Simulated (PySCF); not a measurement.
Vertical excitations of a molecule C3H8F2Si from TDDFT-B3LYP/def2-SVPD run with PySCF, as energy in eV (oscillator strength): 7.64 (0.000), 8.08 (0.003), 8.20 (0.020), 8.66 (0.027), 8.67 (0.005), 8.94 (0.011), 9.17 (0.027), 9.21 (0.013), 9.33 (0.011), 9.36 (0.003). Lowest triplet (TDA): 7.33 eV. Coordinates come from a PBE-D3(BJ)/def2-SVP optimisation. Other conformers were not sampled.

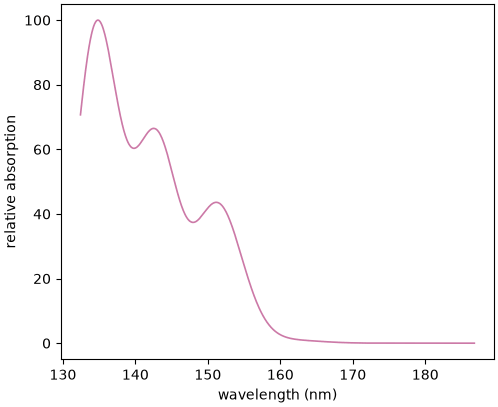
*The lines broadened by 0.4 eV.*

Problem. Pick the molecule that these values belong to.
A. CC(F)(F)C[SiH3]
B. C[C@H](F)[Si@H](C)F
C. CCC[SiH](F)F
D. C[SiH](CF)CF

Solution. C, CCC[SiH](F)F
